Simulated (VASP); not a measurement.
# Driving VASP from ASE on Cd (Cadmium), part 2 of 3

Do ASE scripts that read Cd (Cadmium) from different structure formats give one answer, and do several routes find one equilibrium volume? All runs use LDA. Left out of this account: 1 further run (self-consistent run: a reference on another mesh). The start is a cell from a database of measured crystal structures.

VASP 6.6.1; LDA; plane waves and PAW (Cd).

So far. Step 2 (Self-consistent run (LDA, through ASE)): The pressure is -4.92 GPa and the largest force 0.000 eV/Å, so the cell is not at a minimum at these settings. Step 3 (A single point (LDA, through ASE)): The energy lies +20.27 meV an atom from the first script, on another mesh.

### Step 4. Full relaxation (LDA, through ASE)

Properties are meant for the cell that this level of theory prefers, so cell and atoms are relaxed first (ISIF = 3) until forces and stress are small; EDIFFG sets the threshold.

run.py

```python
import numpy as np
from ase.calculators.vasp import Vasp
from ase.io import read

atoms = read('Cd.cif')

calc = Vasp(
    xc='lda',
    pp='LDA',
    prec='Accurate',
    encut=400,
    ediff=1e-06,
    nelm=100,
    ismear=-1,
    sigma=0.05,
    lreal=False,
    algo='Normal',
    nbands=18,
    lorbit=11,
    lwave=False,
    lcharg=False,
    kpar=2,
    ibrion=2,
    nsw=60,
    isif=3,
    ediffg=-0.01,
    pp_version='64',
    setups={'Cd': ''},
    kpts=(15, 15, 7),
    gamma=True,
    txt='vasp.out',
)
atoms.calc = calc

print("energy (eV):", round(atoms.get_potential_energy(), 6))
print("Fermi level (eV):", round(calc.get_fermi_level(), 4))
print("forces (eV/A):")
print(np.round(atoms.get_forces(), 4))
print("stress (GPa, Voigt, tension positive):", np.round(atoms.get_stress() * 160.21766, 3))
print("cell (A, degrees):", np.round(atoms.cell.cellpar(), 4))
print("volume (A^3):", round(atoms.get_volume(), 4))
print("positions:")
print(np.round(atoms.get_scaled_positions(), 5))
```

Cd.cif

```cif
data_Cd
_cell_length_a 2.97887000
_cell_length_b 2.97887000
_cell_length_c 5.61765000
_cell_angle_alpha 90.00000000
_cell_angle_beta 90.00000000
_cell_angle_gamma 120.00000000
_space_group_name_H-M_alt 'P1'
_space_group_name_Hall 'P 1'
_space_group_IT_number 1
loop_
_space_group_symop_operation_xyz
'x,y,z'
loop_
_atom_site_label
_atom_site_type_symbol
_atom_site_symmetry_multiplicity
_atom_site_Wyckoff_symbol
_atom_site_fract_x
_atom_site_fract_y
_atom_site_fract_z
_atom_site_occupancy
Cd1 Cd 1 a 0.3333333333 0.6666666667 0.2500000000 1
Cd2 Cd 1 a 0.6666666667 0.3333333333 0.7500000000 1
```

PAW data sets: Cd (LDA family, release 64).

On the command line:

```
$ export ASE_VASP_COMMAND="mpirun -np 2 vasp_std"
$ python run.py
```

The program printed:

```text
energy (eV): -3.061483
Fermi level (eV): 3.3938
forces (eV/A):
[[-0. -0.  0.]
 [ 0.  0. -0.]]
stress (GPa, Voigt, tension positive): [ 0.026  0.026 -0.061 -0.    -0.     0.   ]
cell (A, degrees): [  2.897    2.897    5.5227  90.      90.     120.    ]
volume (A^3): 40.1407
positions:
[[0.33333 0.66667 0.25   ]
 [0.66667 0.33333 0.75   ]]
```

Wall time 52 s (2 MPI ranks of AMD EPYC 7R43, shared host); peak memory 0.27 GiB.

The INCAR that ASE wrote:

```
ENCUT = 400.000000
SIGMA = 0.050000
EDIFF = 1.00e-06
EDIFFG = -1.00e-02
ALGO = Normal
PREC = Accurate
IBRION = 2
ISIF = 3
ISMEAR = -1
KPAR = 2
LORBIT = 11
NBANDS = 18
NELM = 100
NSW = 60
LCHARG = .FALSE.
LWAVE = .FALSE.
LREAL = .FALSE.
```

The KPOINTS that ASE wrote:

```
KPOINTS created by Atomic Simulation Environment
0
Gamma
15 15 7
0 0 0
```

vasp.out:

```text
[... set-up lines as in an earlier step ...]
 entering main loop
       N       E                     dE             d eps       ncg     rms          rms(c)
DAV:   1     0.152532849049E+03    0.15253E+03   -0.11555E+04  3896   0.110E+03
DAV:   2     0.233381085386E+00   -0.15230E+03   -0.14807E+03  3990   0.321E+02
DAV:   3    -0.315900959021E+01   -0.33924E+01   -0.33860E+01  4438   0.553E+01
DAV:   4    -0.316473900304E+01   -0.57294E-02   -0.57288E-02  4266   0.207E+00
DAV:   5    -0.316475691804E+01   -0.17915E-04   -0.17915E-04  4258   0.117E-01    0.457E+00
DAV:   6    -0.302749629701E+01    0.13726E+00   -0.31585E-01  4170   0.692E+00    0.367E+00
DAV:   7    -0.301217444951E+01    0.15322E-01   -0.27830E-02  4252   0.146E+00    0.176E+00
DAV:   8    -0.300953709674E+01    0.26374E-02   -0.33648E-03  4076   0.781E-01    0.876E-02
DAV:   9    -0.300954587245E+01   -0.87757E-05   -0.23998E-05  4236   0.538E-02    0.332E-02
DAV:  10    -0.300955138707E+01   -0.55146E-05   -0.68778E-06  4146   0.323E-02    0.209E-03
DAV:  11    -0.300955142309E+01   -0.36022E-07   -0.55685E-08  2108   0.221E-03
   1 F= -.30095514E+01 E0= -.30073888E+01  d E =-.300955E+01
 curvature:   0.00 expect dE= 0.000E+00 dE for cont linesearch  0.000E+00
 trial: gam= 0.00000 g(F)=  0.508E-47 g(S)=  0.133E+00 ort = 0.000E+00 (trialstep = 0.100E+01)
 search vector abs. value=  0.133E+00
 bond charge predicted
       N       E                     dE             d eps       ncg     rms          rms(c)
DAV:   1    -0.621865292304E+01   -0.32091E+01   -0.55034E+01  4042   0.897E+01    0.115E+01
DAV:   2    -0.321595026573E+01    0.30027E+01   -0.87158E+00  4024   0.414E+01    0.274E+00
DAV:   3    -0.308995112113E+01    0.12600E+00   -0.30506E-01  4472   0.528E+00    0.186E+00
DAV:   4    -0.305622158260E+01    0.33730E-01   -0.30286E-02  4064   0.116E+00    0.418E-01
DAV:   5    -0.305547086158E+01    0.75072E-03   -0.17018E-03  4286   0.295E-01    0.133E-01
DAV:   6    -0.305559365101E+01   -0.12279E-03   -0.75632E-05  4214   0.596E-02    0.356E-02
DAV:   7    -0.305560125827E+01   -0.76073E-05   -0.39198E-06  3714   0.136E-02    0.675E-03
DAV:   8    -0.305560131053E+01   -0.52256E-07   -0.19777E-07  2064   0.371E-03
   2 F= -.30556013E+01 E0= -.30545318E+01  d E =-.460499E-01
 trial-energy change:   -0.046050  1 .order   -0.038198   -0.132743    0.056347
 step:   0.7489(harm=  0.7020)  dis= 0.00000  next Energy=    -3.062552 (dE=-0.530E-01)
 bond charge predicted
       N       E                     dE             d eps       ncg     rms          rms(c)
DAV:   1    -0.325308845606E+01   -0.19749E+00   -0.35931E+00  4020   0.244E+01    0.334E+00
DAV:   2    -0.307790586827E+01    0.17518E+00   -0.43239E-01  4024   0.897E+00    0.110E+00
DAV:   3    -0.306594109264E+01    0.11965E-01   -0.19119E-02  4364   0.164E+00    0.897E-01
DAV:   4    -0.306280360768E+01    0.31375E-02   -0.21527E-03  4026   0.359E-01    0.110E-01
DAV:   5    -0.306278201547E+01    0.21592E-04   -0.10561E-04  4176   0.955E-02    0.447E-02
DAV:   6    -0.306278957783E+01   -0.75624E-05   -0.24704E-05  4862   0.598E-02    0.224E-02
DAV:   7    -0.306278872301E+01    0.85482E-06   -0.49120E-06  4020   0.277E-02
   3 F= -.30627887E+01 E0= -.30614830E+01  d E =-.532373E-01
 curvature:  -0.34 expect dE=-0.266E-05 dE for cont linesearch -0.508E-07
 trial: gam=-0.00100 g(F)=  0.838E-49 g(S)=  0.777E-05 ort = 0.140E-03 (trialstep = 0.950E+00)
 search vector abs. value=  0.762E-05
 reached required accuracy - stopping structural energy minimisation
```

Parts of OUTCAR (step 4):

```text
 Found    108 irreducible k-points:

   NELECT =      24.0000    total number of electrons

 E-fermi :   3.3938

 k-point     1 :       0.0000    0.0000    0.0000
  band No.  band energies     occupation
    ...
      9      -5.4907      2.00000
     10      -5.2077      2.00000
     11      -5.2077      2.00000
     12      -0.1367      2.00000
     13       0.1519      2.00000
     14      13.9362      0.00000
     15      18.2350      0.00000
     16      18.7111      0.00000
     17      19.0574      0.00000
     18      19.0574      0.00000

 k-point     2 :       0.0667    0.0000    0.0000
  band No.  band energies     occupation
    ...
      9      -5.5082      2.00000
     10      -5.2858      2.00000
     11      -5.2069      2.00000
     12       0.0635      2.00000
     13       0.2133      2.00000
     14      14.0970      0.00000
     15      16.8975      0.00000
     16      18.0750      0.00000
     17      18.2007      0.00000
     18      18.6908      0.00000

  Total       -0.0066196     -0.0066196      0.0153076      0.0000000     -0.0000000      0.0000000
  in kB       -0.2642139     -0.2642139      0.6109864      0.0000000     -0.0000000      0.0000000
  external PRESSURE =       0.0275195 kB  Pullay stress =       0.0000000 kB

  energy-cutoff  :      400.00
  volume of cell :       40.14
      direct lattice vectors                 reciprocal lattice vectors
     2.897017813 -0.000000000  0.000000000     0.345182551  0.199291239 -0.000000000
    -1.448508907  2.508891021  0.000000000     0.000000000  0.398582478 -0.000000000
     0.000000000  0.000000000  5.522711645    -0.000000000 -0.000000000  0.181070471

 POSITION                                       TOTAL-FORCE (eV/Angst)
 -----------------------------------------------------------------------------------
     -0.00000      1.67259      1.38068        -0.000000     -0.000000      0.000000
      1.44851      0.83630      4.14203         0.000000      0.000000     -0.000000
 -----------------------------------------------------------------------------------
    total drift:                               -0.000000      0.000000      0.000000

  FREE ENERGIE OF THE ION-ELECTRON SYSTEM (eV)
  ---------------------------------------------------
  free  energy   TOTEN  =        -3.0627887230 eV

  energy  without entropy=       -3.0601772393  energy(sigma->0) =       -3.06148298

 reached required accuracy - stopping structural energy minimisation

 total charge
# of ion       s       p       d       tot
------------------------------------------
    1        0.539   0.354   9.473  10.366
    2        0.539   0.354   9.473  10.366
--------------------------------------------------
tot          1.079   0.709  18.945  20.732

[... 7 parts as in an earlier step ...]

[... 6 further parts left out ...]
```

The run keeps the 24 symmetry operations of its start, so it cannot find a distortion of lower symmetry.

Relaxation path:

| step | energy less that of the first step (eV) | largest force (eV/Å) | pressure (GPa) | volume (Å³) |
| --- | --- | --- | --- | --- |
| 1 | 0.0000 | 0.0000 | -4.92 | 43.17 |
| 2 | -0.0460 | 0.0000 | 2.29 | 39.16 |
| 3 | -0.0532 | 0.0000 | 0.00 | 40.14 |

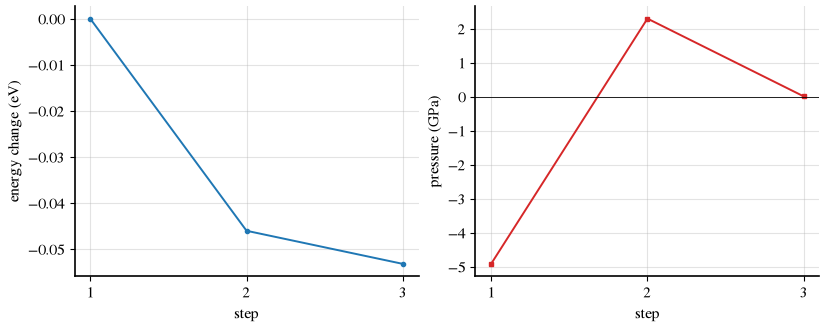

Energy and pressure along the relaxation.

| conventional cell, symmetrised | before | after | change |
| --- | --- | --- | --- |
| a (Å) | 2.979 | 2.897 | -2.7 % |
| b (Å) | 2.979 | 2.897 | -2.7 % |
| c (Å) | 5.618 | 5.523 | -1.7 % |
| volume (Å³/atom) | 21.59 | 20.07 | -7.0 % |

Final coordinates:

```xyz
2
Lattice="2.8970 0.0000 0.0000 -1.4485 2.5089 0.0000 0.0000 0.0000 5.5227" Properties=species:S:1:pos:R:3 pbc="T T T"
Cd    0.0000    1.6726    1.3807
Cd    1.4485    0.8363    4.1420
```

This step gave:

```
irreducible k-points            : 108
free energy (TOTEN)             : -3.063 eV
energy at zero smearing         : -3.061 eV
Fermi energy                    : 3.394 eV
pressure                        : 0.002752 GPa
SCF cycles over all ionic steps : 26
```

It ends with forces that vanish by symmetry and a pressure of 0.00 GPa.

### Step 5. Equation of state by an ASE loop (LDA)

An ASE loop scales the volume and fits the energies, which gives the bulk modulus from energies alone.

run.py

```python
import numpy as np
from ase.calculators.vasp import Vasp
from ase.io import read
from ase.eos import EquationOfState
from ase.units import GPa

atoms = read('Cd.cif')

calc = Vasp(
    xc='lda',
    pp='LDA',
    prec='Accurate',
    encut=400,
    ediff=1e-06,
    nelm=100,
    ismear=-1,
    sigma=0.05,
    lreal=False,
    algo='Normal',
    nbands=18,
    lorbit=11,
    lwave=False,
    lcharg=False,
    kpar=2,
    isif=2,
    pp_version='64',
    setups={'Cd': ''},
    kpts=(15, 15, 7),
    gamma=True,
    txt='vasp.out',
)
atoms.calc = calc

cell, volumes, energies = atoms.get_cell(), [], []
for x in [0.94, 0.96, 0.98, 1.0, 1.02, 1.04, 1.06]:
    atoms.set_cell(cell * x ** (1 / 3), scale_atoms=True)
    volumes.append(atoms.get_volume())
    energies.append(atoms.get_potential_energy())
    print(f"{x:.2f}  V = {volumes[-1]:.4f} A^3  E = {energies[-1]:.6f} eV")
v0, e0, b0 = EquationOfState(volumes, energies, eos="birchmurnaghan").fit()
print(f"V0 = {v0:.4f} A^3  E0 = {e0:.6f} eV  B0 = {b0 / GPa:.2f} GPa")
```

Cd.cif is that of step 4.

The program printed:

```text
<dir> UserWarning: The minimum volume of your fit is not in your volumes.  You may not have a minimum in your dataset!
  warnings.warn(
0.94  V = 40.5804 A^3  E = -3.044799 eV
0.96  V = 41.4438 A^3  E = -3.039196 eV
0.98  V = 42.3072 A^3  E = -3.026450 eV
1.00  V = 43.1706 A^3  E = -3.007389 eV
1.02  V = 44.0340 A^3  E = -2.983326 eV
1.04  V = 44.8975 A^3  E = -2.954852 eV
1.06  V = 45.7609 A^3  E = -2.923044 eV
V0 = 40.4388 A^3  E0 = -3.044901 eV  B0 = 77.33 GPa
```

It took 2.4 min on 2 MPI ranks; peak memory 0.26 GiB.

The INCAR that ASE wrote:

```
ENCUT = 400.000000
SIGMA = 0.050000
EDIFF = 1.00e-06
ALGO = Normal
PREC = Accurate
ISIF = 2
ISMEAR = -1
KPAR = 2
LORBIT = 11
NBANDS = 18
NELM = 100
LCHARG = .FALSE.
LWAVE = .FALSE.
LREAL = .FALSE.
```

ASE turned this into the KPOINTS:

```
KPOINTS created by Atomic Simulation Environment
0
Gamma
15 15 7
0 0 0
```

vasp.out (the last of its runs):

```text
[banner, memory and clock lines left out]
running    2 mpi-ranks, on    1 nodes
 distrk:  each k-point on    1 cores,    2 groups
 distr:  one band on    1 cores,    1 groups

 POSCAR found type information on POSCAR Cd
 POSCAR found :  1 types and       2 ions
 LDA part: xc-table for (Slater(with rela. corr.)+CA(PZ))
 , standard interpolation
 POSCAR, INCAR and KPOINTS ok, starting setup
 FFT: planning ... GRIDC
 FFT: planning ... GRID_SOFT
 FFT: planning ... GRID
 WAVECAR not read
 WARNING: random wavefunctions but no delay for mixing, default for NELMDL
 entering main loop
       N       E                     dE             d eps       ncg     rms          rms(c)
DAV:   1     0.149335361252E+03    0.14934E+03   -0.11406E+04  3920   0.109E+03
DAV:   2     0.333670547545E+00   -0.14900E+03   -0.14484E+03  3998   0.316E+02
DAV:   3    -0.305853720508E+01   -0.33922E+01   -0.33859E+01  4494   0.548E+01
DAV:   4    -0.306420050694E+01   -0.56633E-02   -0.56628E-02  4304   0.203E+00
DAV:   5    -0.306421865457E+01   -0.18148E-04   -0.18148E-04  4246   0.114E-01    0.393E+00
DAV:   6    -0.294170353514E+01    0.12252E+00   -0.28867E-01  4138   0.638E+00    0.327E+00
DAV:   7    -0.292831022061E+01    0.13393E-01   -0.22824E-02  4208   0.126E+00    0.168E+00
DAV:   8    -0.292560022612E+01    0.27100E-02   -0.29758E-03  4054   0.716E-01    0.778E-02
DAV:   9    -0.292560981489E+01   -0.95888E-05   -0.30863E-05  4236   0.572E-02    0.299E-02
DAV:  10    -0.292561473373E+01   -0.49188E-05   -0.74181E-06  4110   0.349E-02    0.222E-03
DAV:  11    -0.292561476496E+01   -0.31226E-07   -0.60268E-08  2118   0.230E-03
   1 F= -.29256148E+01 E0= -.29230445E+01  d E =-.514062E-02
```

OUTCAR, selected parts (step 5):

```text
   ENCUT  =  400.0 eV  29.40 Ry    5.42 a.u.   4.95  4.95  9.34*2*pi/ulx,y,z

   NELECT =      24.0000    total number of electrons

 E-fermi :   2.3627

 k-point     1 :       0.0000    0.0000    0.0000
  band No.  band energies     occupation
    ...
      9      -6.1888      2.00000
     10      -6.0442      2.00000
     11      -6.0442      2.00000
     12      -0.7941      2.00000
     13      -0.4570      2.00000
     14      12.4697      0.00000
     15      16.4345      0.00000
     16      16.4345      0.00000
     17      16.6062      0.00000
     18      16.6803      0.00000

  Total       -2.2706781     -2.2706781     -1.5378956     -0.0000000      0.0000000     -0.0000000
  in kB      -79.5008691    -79.5008691    -53.8447247     -0.0000000      0.0000000     -0.0000000
  external PRESSURE =     -70.9488210 kB  Pullay stress =       0.0000000 kB

 POSITION                                       TOTAL-FORCE (eV/Angst)
 -----------------------------------------------------------------------------------
     -0.00000      1.75358      1.43196         0.000000      0.000000      0.000000
      1.51865      0.87679      4.29587        -0.000000     -0.000000      0.000000
 -----------------------------------------------------------------------------------
    total drift:                               -0.000000      0.000000     -0.000000

  FREE ENERGIE OF THE ION-ELECTRON SYSTEM (eV)
  ---------------------------------------------------
  free  energy   TOTEN  =        -2.9256147650 eV

  energy  without entropy=       -2.9204741411  energy(sigma->0) =       -2.92304445

[... 5 parts as in an earlier step ...]

[... 11 further parts left out ...]
```

The minimum lies outside the volumes of the loop, so the fit is an extrapolation and is not used; the loop should be centred on a relaxed cell.

### Step 6. Relaxation driven by ASE (LDA)

Here ASE drives the relaxation and calls VASP for forces and stress at each step.

run.py

```python
import numpy as np
from ase.calculators.vasp import Vasp
from ase import Atoms
from ase.optimize import BFGS
from ase.filters import FrechetCellFilter

atoms = Atoms(['Cd', 'Cd'],
              cell=[[2.97887, 0.0, 0.0], [-1.489435, 2.57977709, 0.0], [0.0, 0.0, 5.61765]],
              scaled_positions=[[0.33333333, 0.66666667, 0.25], [0.66666667, 0.33333333, 0.75]],
              pbc=True)

calc = Vasp(
    xc='lda',
    pp='LDA',
    prec='Accurate',
    encut=400,
    ediff=1e-06,
    nelm=100,
    ismear=-1,
    sigma=0.05,
    lreal=False,
    algo='Normal',
    nbands=18,
    lorbit=11,
    lwave=False,
    lcharg=False,
    kpar=2,
    isif=2,
    pp_version='64',
    setups={'Cd': ''},
    kpts=(15, 15, 7),
    gamma=True,
    txt='vasp.out',
)
atoms.calc = calc

BFGS(FrechetCellFilter(atoms)).run(fmax=0.02, steps=30)
print("cell (A, degrees):", np.round(atoms.cell.cellpar(), 4))
print("volume (A^3):", round(atoms.get_volume(), 4))
print("energy (eV):", round(atoms.get_potential_energy(), 6))
print("Fermi level (eV):", round(calc.get_fermi_level(), 4))
print("forces (eV/A):")
print(np.round(atoms.get_forces(), 4))
print("stress (GPa, Voigt, tension positive):", np.round(atoms.get_stress() * 160.21766, 3))
```

The program printed:

```text
Step     Time          Energy          fmax
BFGS:    0 --:--:--       -3.009551        0.760578
BFGS:    1 --:--:--       -3.024111        0.642495
BFGS:    2 --:--:--       -3.040842        0.171008
BFGS:    3 --:--:--       -3.046701        0.023809
BFGS:    4 --:--:--       -3.046314        0.000894
cell (A, degrees): [  2.8934   2.8934   5.5196  90.      90.     120.    ]
volume (A^3): 40.0187
energy (eV): -3.045047
Fermi level (eV): 3.4173
forces (eV/A):
[[-0.  0. -0.]
 [ 0. -0.  0.]]
stress (GPa, Voigt, tension positive): [ 0.007  0.007 -0.005  0.    -0.    -0.   ]
```

It took 1.8 min on 2 MPI ranks; peak memory 0.24 GiB.

ASE turned this into the INCAR:

```
ENCUT = 400.000000
SIGMA = 0.050000
EDIFF = 1.00e-06
ALGO = Normal
PREC = Accurate
ISIF = 2
ISMEAR = -1
KPAR = 2
LORBIT = 11
NBANDS = 18
NELM = 100
LCHARG = .FALSE.
LWAVE = .FALSE.
LREAL = .FALSE.
```

ASE turned this into the KPOINTS:

```
KPOINTS created by Atomic Simulation Environment
0
Gamma
15 15 7
0 0 0
```

VASP's own log, vasp.out (the last of its runs):

```text
[... set-up lines as in an earlier step ...]
 entering main loop
       N       E                     dE             d eps       ncg     rms          rms(c)
DAV:   1     0.153367777205E+03    0.15337E+03   -0.11555E+04  3904   0.112E+03
DAV:   2     0.714316296458E-01   -0.15330E+03   -0.14958E+03  4002   0.325E+02
DAV:   3    -0.321918513402E+01   -0.32906E+01   -0.32846E+01  4430   0.550E+01
DAV:   4    -0.322474153975E+01   -0.55564E-02   -0.55559E-02  4332   0.206E+00
DAV:   5    -0.322475895349E+01   -0.17414E-04   -0.17413E-04  4224   0.117E-01    0.566E+00
DAV:   6    -0.306741204666E+01    0.15735E+00   -0.34749E-01  4208   0.759E+00    0.431E+00
DAV:   7    -0.304881260935E+01    0.18599E-01   -0.35901E-02  4360   0.178E+00    0.183E+00
DAV:   8    -0.304629846142E+01    0.25141E-02   -0.44544E-03  4058   0.911E-01    0.995E-02
DAV:   9    -0.304630726080E+01   -0.87994E-05   -0.17850E-05  4434   0.485E-02    0.394E-02
DAV:  10    -0.304631359926E+01   -0.63385E-05   -0.56147E-06  4214   0.276E-02    0.315E-03
DAV:  11    -0.304631363770E+01   -0.38446E-07   -0.85693E-08  2138   0.299E-03
   1 F= -.30463136E+01 E0= -.30450470E+01  d E =-.253318E-02
```

(Part 2 of 3 ends here.)

[Lines on the potential files, build, host, timing and source positions are cut from VASP's logs without a mark.]

[Logs are printed without paths, hosts, clocks, repeated set-up lines and the standing remarks that a program may print on its own settings, such as how far it seeks lower states.]

[Hosts, paths, dates, database ids (printed as entryN), source tags and the programs' standing remarks are cut or masked in the printed files.]

[A measured line is paired with the nearest computed mode of its activity, which favours agreement.]
